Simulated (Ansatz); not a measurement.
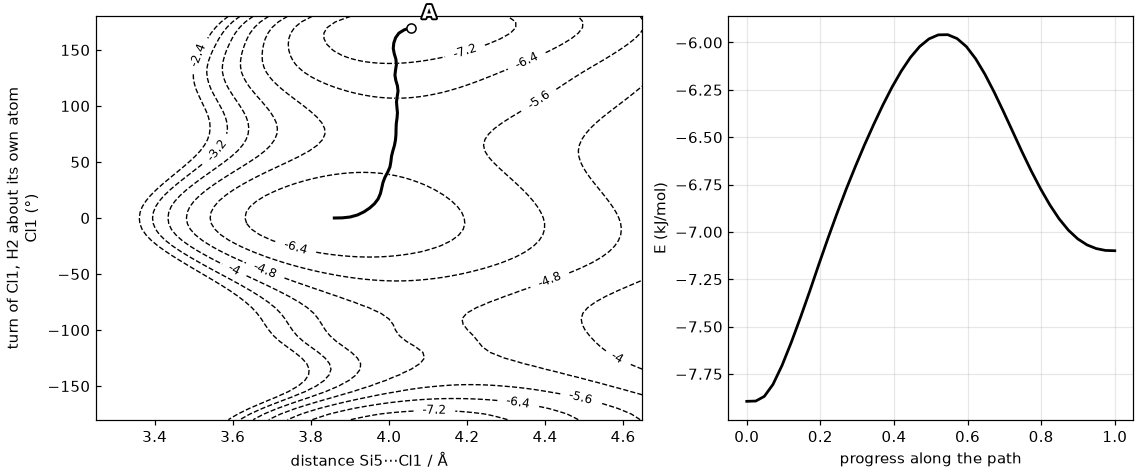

The pair ClH···CH₆OSi. The turn is about an axis along (−0.05, −0.96, −0.28) in the frame of the relaxed pair, normal to the line between the partners. The first coordinate is: distance Si5···Cl1; the second: turn of Cl1, H2 about its own atom Cl1. The grid has 15 × 15 points. Points are written as (first, second). All energies are given in kJ/mol relative to the two partners far apart, frozen as in the relaxed pair, each in its own basis (no counterpoise correction). Computed with RKS PBE0-D4/def2-SVPD (Ansatz).

Drawn: contour lines labelled in kJ/mol (none above −2.4), a line along the lowest path, the energy along the path at the right, the start A. Between grid points the surface is interpolated.

Q: Describe the path and its barrier.

A: The easiest path leads from the well at about (4.06 Å, 170°) to the well at about (3.86 Å, 0°), about 0.8 kJ/mol higher (on a rigid scan; wells that are mirror images or exchange like atoms can differ by this much). Its highest point lies about 1.9 kJ/mol above the bottom of the first well on the interpolated surface, at about (4.02 Å, 70°). Seen from the upper well the barrier is about 1.1 kJ/mol. This is the barrier on the constrained surface; relaxing the other coordinates would change it.
